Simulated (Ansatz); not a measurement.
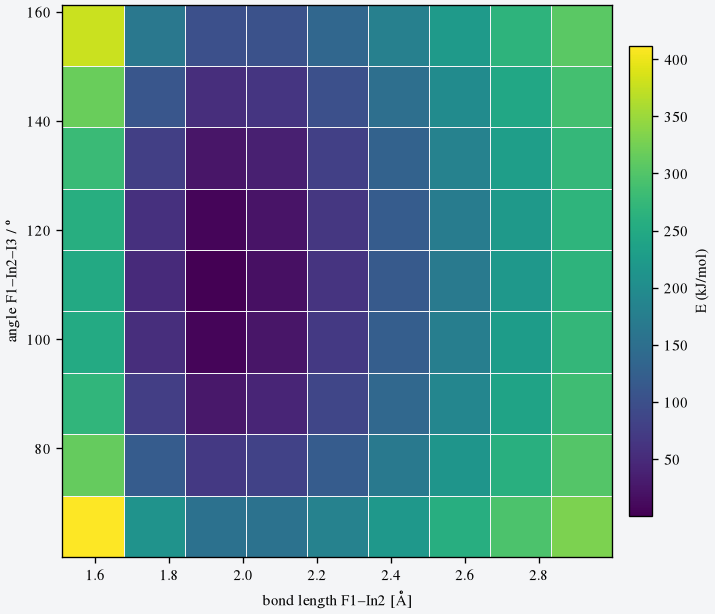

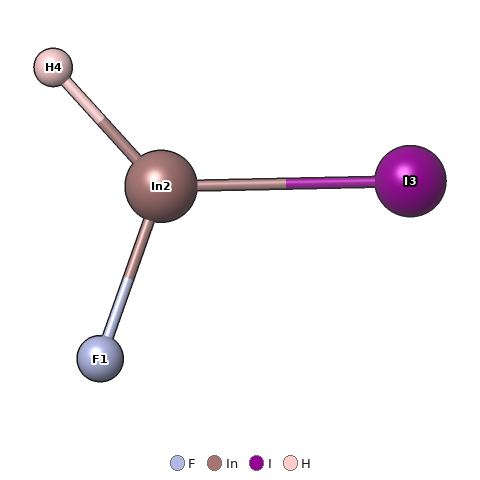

Energy landscape of FHIIn, SMILES [F][InH][I]. First axis: bond length F1–In2. Second axis: angle F1–In2–I3. Nothing is relaxed (all other coordinates rigid). The scan uses a 9 × 9 grid. Energies are in kJ/mol, from the relaxed molecule at the same level. The reference is spin-restricted, which grows unreliable where a bond is stretched far. Computed with RKS CAM-B3LYP-D4/def2-TZVP (Ansatz 0.2.0).

The picture shows one coloured cell a grid point. The second picture is the structure at the lowest point.

Summarise what can be read from the map.

Answer. The lowest grid point is at bond length F1–In2 = 1.925 Å, angle F1–In2–I3 = 110.7°, 0.40 kJ/mol from the relaxed molecule at the same level. It is the only kind of minimum in the scanned range. The highest grid point, bond length F1–In2 = 1.594 Å, angle F1–In2–I3 = 65.7°, lies 411 kJ/mol above the lowest. Round the minimum the two coordinates are nearly uncoupled.

Each point was launched as `ansatz run input.yaml --threads 1 --pin off --max-ram 2560MiB --backend cpu --events-out ev --progress --plain --runs-dir out`. The whole map (81 points run) took 8.4 min on 1 thread of Arm Neoverse V2, on a shared host.
